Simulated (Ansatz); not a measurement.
## bond stretched by 1.5 Å, between In atomic chains under bias

Aim: the current at finite bias, with the potential solved under it.

Method: DFT PBE, plane waves, PAW; current against voltage, self-consistent under bias, in Ansatz 0.2.0.

### 1. Starting point

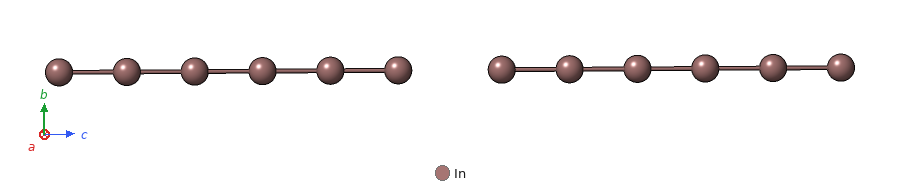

The starting structure, seen in part (indium brown). Drawn is a stretch of 33 Å of the 84 Å that the atoms span along c, seen along the normal of the bc plane.

The cell holds 30 atoms: 30 In. Cell: a = 6.000 Å, b = 6.000 Å, c = 98.150 Å, α = 90.0°, β = 90.0°, γ = 90.0°. Electrodes: In atomic chain; the apex atoms were set 4.350 Å apart. Regions: lower lead, 15 atoms (15 In); upper lead, 15 atoms (15 In). Vacuum lies along a, b and c.

### 2. Current against voltage

Vacuum beyond both ends lets the two leads hold different Fermi levels, and the density is solved anew at each bias. Each lead has 15 atoms, since a wire screens slowly.

input.yaml reads:

```yaml
crystal:
  lattice:
    - [6.0, 0.0, 0.0]
    - [0.0, 6.0, 0.0]
    - [0.0, 0.0, 98.15]
  atoms:
    - { symbol: In, position: [0.5, 0.5, 0.0] }
    - { symbol: In, position: [0.5, 0.5, 0.029037188] }
    - { symbol: In, position: [0.5, 0.5, 0.058074376] }
    - { symbol: In, position: [0.5, 0.5, 0.087111564] }
    - { symbol: In, position: [0.5, 0.5, 0.116148752] }
    - { symbol: In, position: [0.5, 0.5, 0.14518594] }
    - { symbol: In, position: [0.5, 0.5, 0.174223128] }
    - { symbol: In, position: [0.5, 0.5, 0.203260316] }
    - { symbol: In, position: [0.5, 0.5, 0.232297504] }
    - { symbol: In, position: [0.5, 0.5, 0.261334692] }
    - { symbol: In, position: [0.5, 0.5, 0.29037188] }
    - { symbol: In, position: [0.5, 0.5, 0.319409068] }
    - { symbol: In, position: [0.5, 0.5, 0.348446256] }
    - { symbol: In, position: [0.5, 0.5, 0.377483444] }
    - { symbol: In, position: [0.5, 0.5, 0.406520632] }
    - { symbol: In, position: [0.5, 0.5, 0.45084055] }
    - { symbol: In, position: [0.5, 0.5, 0.479877738] }
    - { symbol: In, position: [0.5, 0.5, 0.508914926] }
    - { symbol: In, position: [0.5, 0.5, 0.537952114] }
    - { symbol: In, position: [0.5, 0.5, 0.566989302] }
    - { symbol: In, position: [0.5, 0.5, 0.59602649] }
    - { symbol: In, position: [0.5, 0.5, 0.625063678] }
    - { symbol: In, position: [0.5, 0.5, 0.654100866] }
    - { symbol: In, position: [0.5, 0.5, 0.683138054] }
    - { symbol: In, position: [0.5, 0.5, 0.712175242] }
    - { symbol: In, position: [0.5, 0.5, 0.74121243] }
    - { symbol: In, position: [0.5, 0.5, 0.770249618] }
    - { symbol: In, position: [0.5, 0.5, 0.799286806] }
    - { symbol: In, position: [0.5, 0.5, 0.828323994] }
    - { symbol: In, position: [0.5, 0.5, 0.857361182] }
kpoints:
  mp_grid: { grid: [1, 1, 1] }
scf:
  occupations: { method: fermi_dirac, width: 0.1 }
hamiltonian:
  xc: pbe
output:
  current_voltage:
    leads: [[8, 9], [20, 21]]
    bias: [0.3, 0.6, 1.0, 1.5]
    electrode_ends: [14, 15]
    kmesh: [1, 1]
  write_potential: true
  write_density: true
  volumetric_format: npy
basis:
  ecutwfc: "340 eV"
```

Started as:

```bash
ansatz run input.yaml --threads 4 --pin off --max-ram 16384MiB --backend cpu --events-out ev --progress --plain --runs-dir out
```

Q: Predict the conductance at zero bias.

The junction conducts 0.981 G₀ at zero bias and carries 59.8 μA at 1.50 V. At 1.50 V the current is 0.52 times what the zero-bias conductance would give; over all biases of the sweep that ratio lies between 0.52 and 0.64. Of the 1.50 V, 1.49 V drops at the junction. A wire screens slowly, so the current depends on the leads' length and the box width; neither was converged here.

| Property | Result |
| --- | --- |
| conductance at zero bias | 0.981 G₀ |
| current at +0.3 V | 14.5 μA |
| current at +0.6 V | 25.3 μA |
| current at +1 V | 40.4 μA |
| current at +1.5 V | 59.8 μA |

Transport is coherent and elastic here: the atoms are frozen, so scattering by vibrations plays no part. A cutoff under the files' recommended one was taken to save time; its effect on T(E) was not tested here.

[Logs are printed without paths, hosts, clocks, repeated set-up lines and the standing remarks that a program may print on its own settings, such as how far it seeks lower states.]

[Hosts, paths, dates, database ids (printed as entryN), source tags and the programs' standing remarks are cut or masked in the printed files.]
